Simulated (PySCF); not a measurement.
# Cd⁺: excitation energies in aug-cc-pwCVDZ-PP with ECP28, part 2 of 2

Aim: the excitation energy of cadmium from differences of total energies, at each level of theory, and how far each lands from the tabulated value where there is one.

PySCF 2.14.0; aug-cc-pwCVDZ-PP with ECP28, a scalar-relativistic core potential. The scripts are equivalent inputs of a driver's runs. The steps go on from the part before.

### 4 Cd⁺ [Kr] 4d9 5s1 5p1, method by method

Level: UHF.

File input.py:

```python
from pyscf import gto, scf, dft, mp, cc
import basis_set_exchange as bse
txt = bse.get_basis("aug-cc-pwCVDZ-PP", elements=["Cd"], fmt="nwchem", header=False)
cut = txt.index("\nECP")
mol = gto.M(atom="Cd 0 0 0", charge=1, spin=3, symmetry="D2h",
            basis=gto.basis.parse(txt[:cut]),
            ecp={"Cd": gto.basis.parse_ecp(txt[cut:])})
mf = scf.UHF(mol)
mf.irrep_nelec = {'Ag': (4, 2), 'B1g': (1, 1), 'B2g': (1, 1), 'B3g': (1, 1), 'B1u': (2, 1), 'B2u': (1, 1), 'B3u': (1, 1)}
mf.kernel()
```

Log:

```text
damping factor = 0
level_shift factor = 0
DIIS = <class 'pyscf.scf.diis.CDIIS'>
diis_start_cycle = 1
diis_space = 10
diis_damp = 0
SCF conv_tol = 1e-09
SCF conv_tol_grad = None
number electrons alpha = 11  beta = 8
cycle= 1 E= -166.116668679624  delta_E= -0.00818  |g|= 0.0325  |ddm|= 0.114
cycle= 2 E= -166.117149830067  delta_E= -0.000481  |g|= 0.00809  |ddm|= 0.0397
cycle= 3 E= -166.117199869737  delta_E= -5e-05  |g|= 0.0011  |ddm|= 0.0211
cycle= 4 E= -166.117201127474  delta_E= -1.26e-06  |g|= 0.000333  |ddm|= 0.00484
cycle= 5 E= -166.11720116659  delta_E= -3.91e-08  |g|= 3.66e-05  |ddm|= 0.00132
cycle= 6 E= -166.11720116877  delta_E= -2.18e-09  |g|= 6.41e-06  |ddm|= 0.00042
cycle= 7 E= -166.11720116885  delta_E= -7.97e-11  |g|= 8.34e-07  |ddm|= 7.61e-05
converged SCF energy = -166.11720116885  <S^2> = 3.7527021  2S+1 = 4.0013508
```

It used 0.9 s of CPU time after the integrals (shared host).

The occupied shells:

```
shell  electrons  mean orbital energy (eV)  spread (eV)  rms radius (bohr)
 4s α          1                   -147.86            0              0.942
 4s β          1                   -145.07            0              0.942
 4p α          3                   -102.21        2.019               1.03
 4p β          3                   -99.124        2.001               1.03
 4d α          5                   -34.960        2.027               1.32
 4d β          4                   -33.452        0.943               1.32
 5s α          1                   -19.784            0               2.77
 5p α          1                   -13.300            0               3.34
```

⟨S²⟩ = 3.753, ⟨L²⟩ = 8.06.

⟨L²⟩ = 8.06 against 12 for a pure F term, so this real determinant mixes terms. Energies and moments cover only the electrons outside the core potential.

Level: LDA.

Changes to input.py:

```diff
@@ -7,3 +7,3 @@
             ecp={"Cd": gto.basis.parse_ecp(txt[cut:])})
-mf = scf.UHF(mol)
+mf = dft.UKS(mol, xc="LDA,VWN")
 mf.irrep_nelec = {'Ag': (4, 2), 'B1g': (1, 1), 'B2g': (1, 1), 'B3g': (1, 1), 'B1u': (2, 1), 'B2u': (1, 1), 'B3u': (1, 1)}
```

Log:

```text
damping factor = 0
level_shift factor = 0
DIIS = <class 'pyscf.scf.diis.CDIIS'>
diis_start_cycle = 1
diis_space = 10
diis_damp = 0
SCF conv_tol = 1e-09
SCF conv_tol_grad = None
number electrons alpha = 11  beta = 8
XC functionals = LDA,VWN
    P. A. M. Dirac.,  Math. Proc. Cambridge Philos. Soc. 26, 376 (1930)
    F. Bloch.,  Z. Phys. 57, 545 (1929)
    S. H. Vosko, L. Wilk, and M. Nusair.,  Can. J. Phys. 58, 1200 (1980)
cycle= 1 E= -166.589008293213  delta_E= -0.00931  |g|= 0.132  |ddm|= 0.786
cycle= 2 E= -166.588355661602  delta_E= 0.000653  |g|= 0.146  |ddm|= 0.435
cycle= 3 E= -166.592627607515  delta_E= -0.00427  |g|= 0.00162  |ddm|= 0.223
cycle= 4 E= -166.592628150742  delta_E= -5.43e-07  |g|= 0.000121  |ddm|= 0.00222
cycle= 5 E= -166.592628154228  delta_E= -3.49e-09  |g|= 9.4e-06  |ddm|= 0.000167
cycle= 6 E= -166.592628154251  delta_E= -2.31e-11  |g|= 8.9e-07  |ddm|= 4.19e-05
converged SCF energy = -166.592628154251  <S^2> = 3.7504546  2S+1 = 4.0002273
```

CPU time 0.85 s on a shared host, the integrals not counted.

Level: PBE.

Changes to input.py:

```diff
@@ -7,3 +7,3 @@
             ecp={"Cd": gto.basis.parse_ecp(txt[cut:])})
-mf = dft.UKS(mol, xc="LDA,VWN")
+mf = dft.UKS(mol, xc="PBE")
 mf.irrep_nelec = {'Ag': (4, 2), 'B1g': (1, 1), 'B2g': (1, 1), 'B3g': (1, 1), 'B1u': (2, 1), 'B2u': (1, 1), 'B3u': (1, 1)}
```

Log:

```text
damping factor = 0
level_shift factor = 0
DIIS = <class 'pyscf.scf.diis.CDIIS'>
diis_start_cycle = 1
diis_space = 10
diis_damp = 0
SCF conv_tol = 1e-09
SCF conv_tol_grad = None
number electrons alpha = 11  beta = 8
XC functionals = PBE
    J. P. Perdew, K. Burke, and M. Ernzerhof.,  Phys. Rev. Lett. 77, 3865 (1996)
    J. P. Perdew, K. Burke, and M. Ernzerhof.,  Phys. Rev. Lett. 78, 1396 (1997)
    J. P. Perdew, K. Burke, and M. Ernzerhof.,  Phys. Rev. Lett. 77, 3865 (1996)
    J. P. Perdew, K. Burke, and M. Ernzerhof.,  Phys. Rev. Lett. 78, 1396 (1997)
cycle= 1 E= -166.907925533046  delta_E= -0.0086  |g|= 0.063  |ddm|= 0.683
cycle= 2 E= -166.907834013524  delta_E= 9.15e-05  |g|= 0.0679  |ddm|= 0.237
cycle= 3 E= -166.908779970138  delta_E= -0.000946  |g|= 0.00128  |ddm|= 0.103
cycle= 4 E= -166.908780295484  delta_E= -3.25e-07  |g|= 9.1e-05  |ddm|= 0.0028
cycle= 5 E= -166.908780297522  delta_E= -2.04e-09  |g|= 1.73e-05  |ddm|= 0.000229
cycle= 6 E= -166.9087802976  delta_E= -7.81e-11  |g|= 1.23e-06  |ddm|= 4.64e-05
converged SCF energy = -166.9087802976  <S^2> = 3.7507581  2S+1 = 4.000379
```

It used 1.4 s of CPU time after the integrals (shared host).

Level: PBE0.

Changes to input.py:

```diff
@@ -7,3 +7,3 @@
             ecp={"Cd": gto.basis.parse_ecp(txt[cut:])})
-mf = dft.UKS(mol, xc="PBE")
+mf = dft.UKS(mol, xc="PBE0")
 mf.irrep_nelec = {'Ag': (4, 2), 'B1g': (1, 1), 'B2g': (1, 1), 'B3g': (1, 1), 'B1u': (2, 1), 'B2u': (1, 1), 'B3u': (1, 1)}
```

Log:

```text
damping factor = 0
level_shift factor = 0
DIIS = <class 'pyscf.scf.diis.CDIIS'>
diis_start_cycle = 1
diis_space = 10
diis_damp = 0
SCF conv_tol = 1e-09
SCF conv_tol_grad = None
number electrons alpha = 11  beta = 8
XC functionals = PBE0
    C. Adamo and V. Barone.,  J. Chem. Phys. 110, 6158 (1999)
    M. Ernzerhof and G. E. Scuseria.,  J. Chem. Phys. 110, 5029 (1999)
cycle= 1 E= -166.90902179985  delta_E= -0.00654  |g|= 0.0343  |ddm|= 0.495
cycle= 2 E= -166.90913491419  delta_E= -0.000113  |g|= 0.0271  |ddm|= 0.156
cycle= 3 E= -166.909279803689  delta_E= -0.000145  |g|= 0.00177  |ddm|= 0.0441
cycle= 4 E= -166.909280526227  delta_E= -7.23e-07  |g|= 0.00014  |ddm|= 0.00736
cycle= 5 E= -166.90928053198  delta_E= -5.75e-09  |g|= 8.03e-06  |ddm|= 0.000622
cycle= 6 E= -166.909280532012  delta_E= -3.17e-11  |g|= 1.38e-06  |ddm|= 3.09e-05
converged SCF energy = -166.909280532012  <S^2> = 3.7510139  2S+1 = 4.0005069
```

CPU time 1.8 s on a shared host, the integrals not counted.

Level: r2SCAN.

Changes to input.py:

```diff
@@ -7,3 +7,3 @@
             ecp={"Cd": gto.basis.parse_ecp(txt[cut:])})
-mf = dft.UKS(mol, xc="PBE0")
+mf = dft.UKS(mol, xc="R2SCAN")
 mf.irrep_nelec = {'Ag': (4, 2), 'B1g': (1, 1), 'B2g': (1, 1), 'B3g': (1, 1), 'B1u': (2, 1), 'B2u': (1, 1), 'B3u': (1, 1)}
```

Log:

```text
damping factor = 0
level_shift factor = 0
DIIS = <class 'pyscf.scf.diis.CDIIS'>
diis_start_cycle = 1
diis_space = 10
diis_damp = 0
SCF conv_tol = 1e-09
SCF conv_tol_grad = None
number electrons alpha = 11  beta = 8
XC functionals = R2SCAN
    J. W. Furness, A. D. Kaplan, J. Ning, J. P. Perdew, and J. Sun.,  J. Phys. Chem. Lett. 11, 8208-8215 (2020)
    J. W. Furness, A. D. Kaplan, J. Ning, J. P. Perdew, and J. Sun.,  J. Phys. Chem. Lett. 11, 9248-9248 (2020)
    J. W. Furness, A. D. Kaplan, J. Ning, J. P. Perdew, and J. Sun.,  J. Phys. Chem. Lett. 11, 8208-8215 (2020)
    J. W. Furness, A. D. Kaplan, J. Ning, J. P. Perdew, and J. Sun.,  J. Phys. Chem. Lett. 11, 9248-9248 (2020)
cycle= 1 E= -166.96865922619  delta_E= -0.00859  |g|= 0.0288  |ddm|= 0.626
cycle= 2 E= -166.968719805079  delta_E= -6.06e-05  |g|= 0.0246  |ddm|= 0.126
cycle= 3 E= -166.968843090719  delta_E= -0.000123  |g|= 0.00228  |ddm|= 0.0425
cycle= 4 E= -166.968844153072  delta_E= -1.06e-06  |g|= 0.00017  |ddm|= 0.00539
cycle= 5 E= -166.968844161089  delta_E= -8.02e-09  |g|= 9.6e-06  |ddm|= 0.000632
cycle= 6 E= -166.968844161125  delta_E= -3.66e-11  |g|= 2.18e-06  |ddm|= 5.41e-05
converged SCF energy = -166.968844161125  <S^2> = 3.7519569  2S+1 = 4.0009783
```

CPU time 2.4 s on a shared host, the integrals not counted.

Level: BHandHLYP.

Changes to input.py:

```diff
@@ -7,3 +7,3 @@
             ecp={"Cd": gto.basis.parse_ecp(txt[cut:])})
-mf = dft.UKS(mol, xc="R2SCAN")
+mf = dft.UKS(mol, xc="BHANDHLYP")
 mf.irrep_nelec = {'Ag': (4, 2), 'B1g': (1, 1), 'B2g': (1, 1), 'B3g': (1, 1), 'B1u': (2, 1), 'B2u': (1, 1), 'B3u': (1, 1)}
```

Log:

```text
damping factor = 0
level_shift factor = 0
DIIS = <class 'pyscf.scf.diis.CDIIS'>
diis_start_cycle = 1
diis_space = 10
diis_damp = 0
SCF conv_tol = 1e-09
SCF conv_tol_grad = None
number electrons alpha = 11  beta = 8
XC functionals = BHANDHLYP
    A. D. Becke.,  J. Chem. Phys. 98, 1372 (1993)
    Defined through Gaussian implementation.
cycle= 1 E= -166.836125185051  delta_E= -0.00619  |g|= 0.0206  |ddm|= 0.45
cycle= 2 E= -166.836271609203  delta_E= -0.000146  |g|= 0.00886  |ddm|= 0.107
cycle= 3 E= -166.836288546289  delta_E= -1.69e-05  |g|= 0.00315  |ddm|= 0.0193
cycle= 4 E= -166.836290904558  delta_E= -2.36e-06  |g|= 0.000114  |ddm|= 0.0095
cycle= 5 E= -166.836290914654  delta_E= -1.01e-08  |g|= 1.1e-05  |ddm|= 0.000788
cycle= 6 E= -166.836290914787  delta_E= -1.32e-10  |g|= 1.17e-06  |ddm|= 0.000138
converged SCF energy = -166.836290914787  <S^2> = 3.7509228  2S+1 = 4.0004614
```

CPU time 1.6 s on a shared host, the integrals not counted.

Level: B2PLYP.

Changes to input.py:

```diff
@@ -7,3 +7,3 @@
             ecp={"Cd": gto.basis.parse_ecp(txt[cut:])})
-mf = dft.UKS(mol, xc="BHANDHLYP")
+mf = dft.UKS(mol, xc="0.53*HF + 0.47*B88, 0.73*LYP")
 mf.irrep_nelec = {'Ag': (4, 2), 'B1g': (1, 1), 'B2g': (1, 1), 'B3g': (1, 1), 'B1u': (2, 1), 'B2u': (1, 1), 'B3u': (1, 1)}
```

Log:

```text
damping factor = 0
level_shift factor = 0
DIIS = <class 'pyscf.scf.diis.CDIIS'>
diis_start_cycle = 1
diis_space = 10
diis_damp = 0
SCF conv_tol = 1e-09
SCF conv_tol_grad = None
number electrons alpha = 11  beta = 8
XC functionals = 0.53*HF + 0.47*B88, 0.73*LYP
    A. D. Becke.,  Phys. Rev. A 38, 3098 (1988)
    C. Lee, W. Yang, and R. G. Parr.,  Phys. Rev. B 37, 785 (1988)
    B. Miehlich, A. Savin, H. Stoll, and H. Preuss.,  Chem. Phys. Lett. 157, 200 (1989)
cycle= 1 E= -166.647247099615  delta_E= -0.00597  |g|= 0.0223  |ddm|= 0.383
cycle= 2 E= -166.647405042081  delta_E= -0.000158  |g|= 0.0101  |ddm|= 0.108
cycle= 3 E= -166.647427049969  delta_E= -2.2e-05  |g|= 0.00312  |ddm|= 0.021
cycle= 4 E= -166.647429564056  delta_E= -2.51e-06  |g|= 0.000125  |ddm|= 0.01
cycle= 5 E= -166.647429577586  delta_E= -1.35e-08  |g|= 1.17e-05  |ddm|= 0.000912
cycle= 6 E= -166.647429577745  delta_E= -1.6e-10  |g|= 1.57e-06  |ddm|= 0.000145
converged SCF energy = -166.647429577745  <S^2> = 3.7511553  2S+1 = 4.0005776
```

It used 1.8 s of CPU time after the integrals (shared host).

Script and log cover the SCF part. The PT2 part, added by the driver, -0.37610 hartree before scaling by 0.27, brings the total to -166.748978 hartree.

Level: TPSSh.

Changes to input.py:

```diff
@@ -7,3 +7,3 @@
             ecp={"Cd": gto.basis.parse_ecp(txt[cut:])})
-mf = dft.UKS(mol, xc="0.53*HF + 0.47*B88, 0.73*LYP")
+mf = dft.UKS(mol, xc="TPSSH")
 mf.irrep_nelec = {'Ag': (4, 2), 'B1g': (1, 1), 'B2g': (1, 1), 'B3g': (1, 1), 'B1u': (2, 1), 'B2u': (1, 1), 'B3u': (1, 1)}
```

Log:

```text
damping factor = 0
level_shift factor = 0
DIIS = <class 'pyscf.scf.diis.CDIIS'>
diis_start_cycle = 1
diis_space = 10
diis_damp = 0
SCF conv_tol = 1e-09
SCF conv_tol_grad = None
number electrons alpha = 11  beta = 8
XC functionals = TPSSH
    V. N. Staroverov, G. E. Scuseria, J. Tao, and J. P. Perdew.,  J. Chem. Phys. 119, 12129 (2003)
cycle= 1 E= -166.850797055334  delta_E= -0.00779  |g|= 0.0488  |ddm|= 0.477
cycle= 2 E= -166.850870006069  delta_E= -7.3e-05  |g|= 0.0464  |ddm|= 0.206
cycle= 3 E= -166.851304603925  delta_E= -0.000435  |g|= 0.00121  |ddm|= 0.0732
cycle= 4 E= -166.851304910389  delta_E= -3.06e-07  |g|= 0.000147  |ddm|= 0.00478
cycle= 5 E= -166.851304915591  delta_E= -5.2e-09  |g|= 9.25e-06  |ddm|= 0.000576
cycle= 6 E= -166.851304915617  delta_E= -2.6e-11  |g|= 2.28e-06  |ddm|= 1.72e-05
converged SCF energy = -166.851304915617  <S^2> = 3.7511512  2S+1 = 4.0005755
```

It used 3.5 s of CPU time after the integrals (shared host).

Level: wB97X.

Changes to input.py:

```diff
@@ -7,3 +7,3 @@
             ecp={"Cd": gto.basis.parse_ecp(txt[cut:])})
-mf = dft.UKS(mol, xc="TPSSH")
+mf = dft.UKS(mol, xc="WB97X")
 mf.irrep_nelec = {'Ag': (4, 2), 'B1g': (1, 1), 'B2g': (1, 1), 'B3g': (1, 1), 'B1u': (2, 1), 'B2u': (1, 1), 'B3u': (1, 1)}
```

Log:

```text
damping factor = 0
level_shift factor = 0
DIIS = <class 'pyscf.scf.diis.CDIIS'>
diis_start_cycle = 1
diis_space = 10
diis_damp = 0
SCF conv_tol = 1e-09
SCF conv_tol_grad = None
number electrons alpha = 11  beta = 8
XC functionals = WB97X
    J.-D. Chai and M. Head-Gordon.,  J. Chem. Phys. 128, 084106 (2008)
cycle= 1 E= -166.92462154621  delta_E= -0.0073  |g|= 0.0282  |ddm|= 0.619
cycle= 2 E= -166.925003679505  delta_E= -0.000382  |g|= 0.0124  |ddm|= 0.163
cycle= 3 E= -166.925054105844  delta_E= -5.04e-05  |g|= 0.00484  |ddm|= 0.0368
cycle= 4 E= -166.925065028125  delta_E= -1.09e-05  |g|= 0.000415  |ddm|= 0.0262
cycle= 5 E= -166.9250652684  delta_E= -2.4e-07  |g|= 5.7e-05  |ddm|= 0.00538
cycle= 6 E= -166.925065273775  delta_E= -5.38e-09  |g|= 9.61e-06  |ddm|= 0.00103
cycle= 7 E= -166.925065273996  delta_E= -2.21e-10  |g|= 1.25e-06  |ddm|= 0.000188
converged SCF energy = -166.925065273996  <S^2> = 3.7505044  2S+1 = 4.0002522
```

CPU time 3.1 s on a shared host, the integrals not counted.

### 5 Cd⁺ [Kr] 4d9 5s1 5p1, continued

Level: MP2 (valence).

input.py: that of step 4 with these lines changed.

```diff
@@ -7,4 +7,5 @@
             ecp={"Cd": gto.basis.parse_ecp(txt[cut:])})
-mf = dft.UKS(mol, xc="WB97X")
+mf = scf.UHF(mol)
 mf.irrep_nelec = {'Ag': (4, 2), 'B1g': (1, 1), 'B2g': (1, 1), 'B3g': (1, 1), 'B1u': (2, 1), 'B2u': (1, 1), 'B3u': (1, 1)}
 mf.kernel()
+mp.UMP2(mf, frozen=4).kernel()
```

The driver printed no log here.

It used 0.39 s of CPU time after the integrals (shared host).

With 11 electrons correlated, the MP2 correlation energy is -0.32529 hartree (-0.12835 same spin, -0.19695 opposite spin); the SCS form gives -0.27912. Largest pairs of shells: 4d-4d -0.2749, 4d-5s -0.0314, 4d-5p -0.0171, 5s-5p -0.0018, 5p-5p 0.0000.

Level: MP2 (valence and next inner shell).

Changes to input.py:

```diff
@@ -10,2 +10,2 @@
 mf.kernel()
-mp.UMP2(mf, frozen=4).kernel()
+mp.UMP2(mf, frozen=0).kernel()
```

The driver printed no log here.

It used 0.48 s of CPU time after the integrals (shared host).

With 19 electrons correlated, the MP2 correlation energy is -0.56766 hartree (-0.19335 same spin, -0.37431 opposite spin); the SCS form gives -0.51362. Largest pairs of shells: 4d-4d -0.2749, 4p-4d -0.1379, 4p-4p -0.0461, 4d-5s -0.0314, 4s-4d -0.0258.

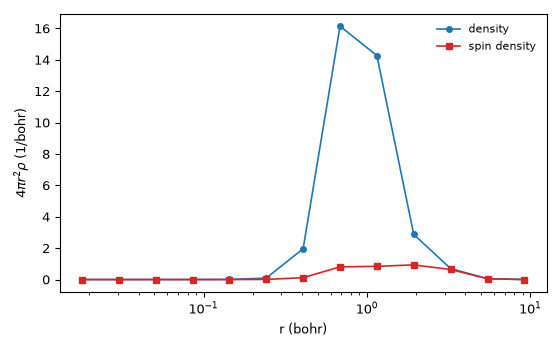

Radial density 4πr²ρ of Cd⁺ at UHF, the electrons outside the core potential, at 13 stored radii joined by straight lines.

### 6 Orbital energies side by side

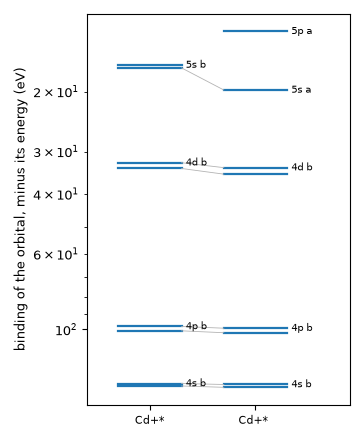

Hartree-Fock orbital energies of the states on a logarithmic scale (a, b: spin up and down; * marks an excited configuration).

### 7 The energy differences

Excitation energy: Cd⁺ [Kr] 4d10 5s1 (2S) → Cd⁺ [Kr] 4d9 5s2 (2D).

```
                                method  value (eV)  error (eV)
                                   UHF       8.914      +0.047
                                   LDA       8.480      -0.386
                                   PBE       8.525      -0.341
                                  PBE0       8.760      -0.107
                                r2SCAN       8.735      -0.131
                             BHandHLYP       8.671      -0.195
                                B2PLYP       8.733      -0.134
                                 TPSSh       8.634      -0.232
                                 wB97X       8.529      -0.337
                         MP2 (valence)       9.270      +0.403
                     SCS-MP2 (valence)       9.082      +0.215
    MP2 (valence and next inner shell)       8.845      -0.022
SCS-MP2 (valence and next inner shell)       8.682      -0.185
```

Reference: 8.866 eV (measured; NIST levels, between the centres of gravity of the two terms). Errors of the correlated levels include the incompleteness of this basis.

Excitation energy: Cd⁺ [Kr] 4d10 5s1 (2S) → Cd⁺ [Kr] 4d9 5s1 5p1 (high-spin determinant).

```
                                method  value (eV)
                                   UHF      12.277
                                   LDA      13.819
                                   PBE      13.574
                                  PBE0      13.472
                                r2SCAN      13.359
                             BHandHLYP      13.414
                                B2PLYP      13.698
                                 TPSSh      13.357
                                 wB97X      13.815
                         MP2 (valence)      14.043
                     SCS-MP2 (valence)      13.968
    MP2 (valence and next inner shell)      13.726
SCS-MP2 (valence and next inner shell)      13.621
```

The differences also use runs on Cd⁺ [Kr] 4d10 5s1 (2S), which are not shown here.

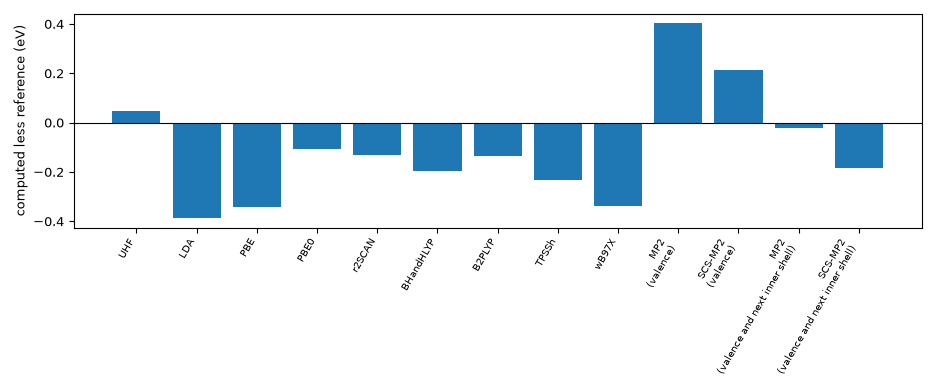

Computed less reference values by method.

### 8 Results

What follows sums up all 2 parts.

| quantity | value |
| --- | --- |
| excitation energy, Cd⁺ → [Kr] 4d9 5s2 | UHF 8.914, MP2 (valence and next inner shell) 8.845 eV; reference 8.866 |
| excitation energy, Cd⁺ → [Kr] 4d9 5s1 5p1 | UHF 12.277, MP2 (valence and next inner shell) 13.726 eV |

Each level's miss (mean over 1 difference):

```
                                method  mean absolute miss against the measured value (with the measured fine structure taken into account where it is known) (eV)
                                   UHF                                                                                                                       0.047
                                   LDA                                                                                                                       0.386
                                   PBE                                                                                                                       0.341
                                  PBE0                                                                                                                       0.107
                                r2SCAN                                                                                                                       0.131
                             BHandHLYP                                                                                                                       0.195
                                B2PLYP                                                                                                                       0.134
                                 TPSSh                                                                                                                       0.232
                                 wB97X                                                                                                                       0.337
                         MP2 (valence)                                                                                                                       0.403
                     SCS-MP2 (valence)                                                                                                                       0.215
    MP2 (valence and next inner shell)                                                                                                                       0.022
SCS-MP2 (valence and next inner shell)                                                                                                                       0.185
```

What this shows: Against experiment MP2 (valence and next inner shell) comes closest (off by 0.02 eV) and MP2 (valence) is farthest (0.40 eV). In a finite basis a lower level can come nearest by cancelling errors. PBE is off by -0.34 eV. All values hold for this basis alone; no basis-set limit was taken.
